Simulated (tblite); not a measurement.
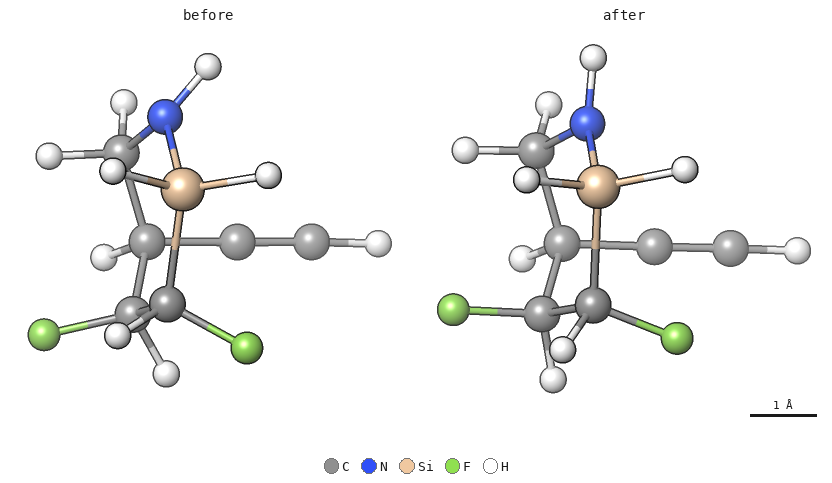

The structure of C6H9F2NSi before (left) and after (right) a relaxation, at one scale.

A ball-and-stick model, seen from a free direction.

All numbers below come from GFN2-xTB geometry optimisation, gas phase (tblite). 

### Describe what moved and what it gained.

Over 97 geometry steps the energy falls by 0.613 eV. The largest move after the best rigid fit is that of an H atom, 0.51 Å. By element the largest moves are H 0.51 Å, F 0.48 Å, C 0.22 Å, N 0.15 Å, Si 0.05 Å. Some distances before and after: C–Si 1.845 → 1.919 Å, C–C 1.468 → 1.536 Å, C–H 1.140 → 1.094 Å, N–Si 1.756 → 1.712 Å. Bond angles that change, for instance: N–Si–H 107.0° → 116.1°, H–Si–H 106.1° → 113.2°, C–N–Si 116.1° → 123.1°. Groups turn about C–C by about 25°.
